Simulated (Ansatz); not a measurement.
Input file:

```
crystal:
  periodic: [false, false, false]
  atoms:
    - { symbol: B, position_ang: [-0.052826, -0.397549, -0.122282] }
    - { symbol: H, position_ang: [-0.085334, -0.785682, 1.016092] }
    - { symbol: O, position_ang: [1.152838, -0.241928, -0.775873] }
    - { symbol: H, position_ang: [1.887073, -0.560172, -0.219093] }
    - { symbol: O, position_ang: [-1.179337, -0.209714, -0.87467] }
    - { symbol: H, position_ang: [-1.970271, -0.205779, -0.305657] }
    - { symbol: O, position_ang: [-0.121451, 1.813044, 1.271186] }
    - { symbol: H, position_ang: [0.621473, 1.974961, 0.64797] }
    - { symbol: H, position_ang: [0.130536, 0.944819, 1.678926] }
basis:
  gaussian: { orbitals: "6-31G*" }
hamiltonian:
  xc: pbe
relax:
  f_tol: 0.03
  max_steps: 50
output:
  orbitals: {}
```

Run with:

```sh
ansatz run input.yaml --threads 1 --pin off --max-ram 2048MiB --backend cpu --events-out ev --progress --plain --runs-dir out
```

The fields are those of the run's last geometry, not of the input's.

All numbers below come from RKS PBE/6-31G* (Ansatz 0.2.0).

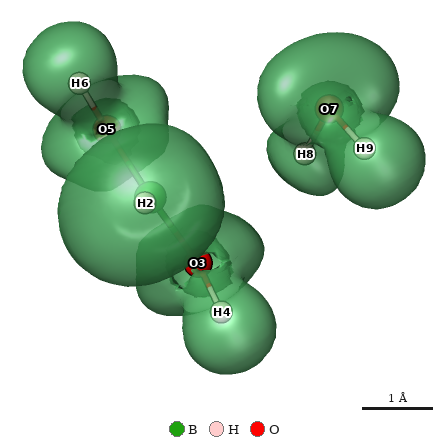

BH3O2···H2O. Isosurface of the electron localisation function at 0.75 (green), seen across its widest extent. Only the valence region is drawn (cores and ρ < 0.01 e/Å³ removed).

> Describe the localisation domains.

At this value the surface marks out one region around a hydrogen nucleus and three joined regions spread over several atoms (H, O), in which their bonds and any lone pairs are merged. Profiles from the grid: B1···H8 (2.44 Å): the ELF dips to about 0.05 between them. B–O (1.37 Å): the ELF peaks at about 0.90 between the atoms; a short, strongly polar bond.
